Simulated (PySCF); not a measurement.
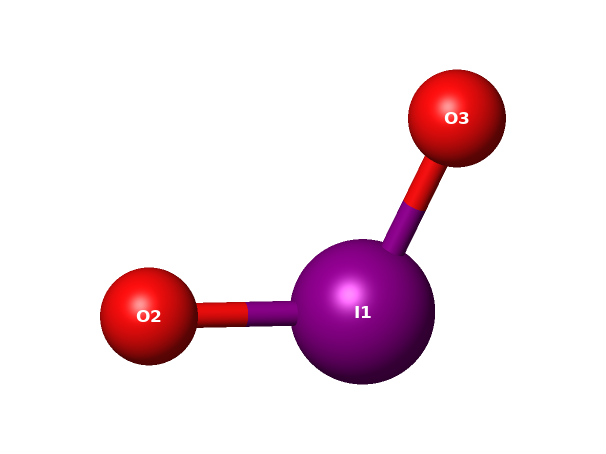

Every bond is drawn as one stick. Charge 0, doublet. The geometry was computed by an optimisation with PBE0/def2-TZVP with core potentials. Computed with PBE0/def2-TZVP, core potentials on I (PySCF 2.14.0).

List the Mayer bond orders of I1–O2 (one bond of each equivalent set).

```tsv
bond	Mayer order	length (Å)
I1–O2	1.66	1.790
```
